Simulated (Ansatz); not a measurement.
**Hg3 (charge −1, quartet): density, localisation and related maps**

Input file:

```
crystal:
  periodic: [false, false, false]
  atoms:
    - {symbol: Hg, position_ang: [2.591715, -0.550958, 0.146403]}
    - {symbol: Hg, position_ang: [-0.000142, -0.000123, 0.002629]}
    - {symbol: Hg, position_ang: [-2.591573, 0.551080, -0.149033]}
basis:
  gaussian: {orbitals: def2-TZVPD, initial_orbitals: start.molden}
total_charge: -1
magnetization: {spin_polarized: true, initial_magnetization: 3}
hamiltonian: {xc: pbe0}
scf: {omitted_lower_state_checks: [starts]}
output: {orbitals: {seedname: orbitals}}
```

Run with:

```sh
ansatz run in.yaml --threads 4 --pin off --events-out ev --progress --plain --max-ram 3916MiB
```

Geometry: r2SCAN/def2-TZVPD; core potentials replace the inner electrons of Hg; the highest occupied orbital lies above zero, a sign that basis and functional describe the outermost electron poorly.

The calculation used UKS PBE0/def2-TZVPD (Ansatz 0.2.0).

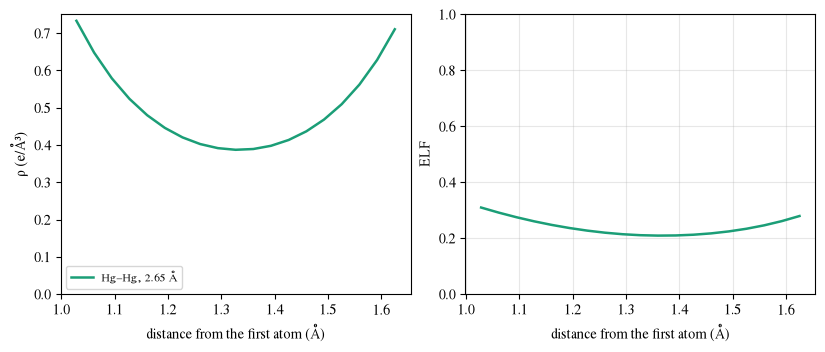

Figure 1. Electron density and ELF along straight lines between neighbouring atoms. The curves leave out the atomic cores.

> What can be read from the curves?

Hg–Hg (2.65 Å): ρ is about 0.39 e/Å³ halfway; the ELF is about 0.20 at the midpoint.

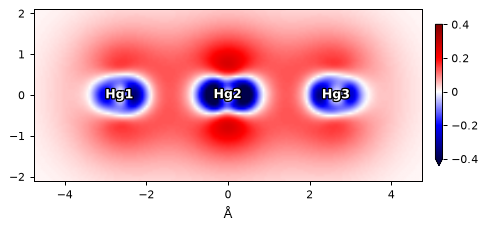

Figure 2. The HOMO−1 (β) on a plane that holds the molecular axis (values in Å⁻³ᐟ²; the overall sign is arbitrary).

> Where does this orbital lie, and at what energy?

By Hirshfeld shares it lies mainly on Hg2 (about 50 %), Hg1 (about 25 %) and Hg3 (about 25 %); it is of σ type; it is gerade (even under inversion). Its energy is −5.27 eV.
